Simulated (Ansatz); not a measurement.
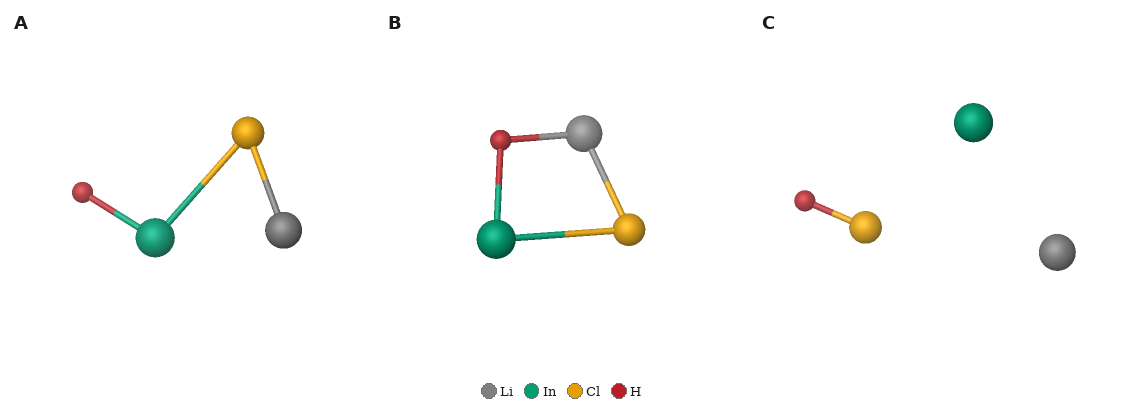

3 stationary structures of one formula. Geometries: PBE-D4/def2-SVP. Electronic energies: PBE-D4/def2-SVP (Ansatz 0.2.0), without zero-point energy. No frequency run is at hand to confirm each as a minimum.

### Which is lowest in energy, and by how much?

B is lowest (Cs); A lies 0.678 eV above it (Cs), C lies 3.305 eV above it (Cs).
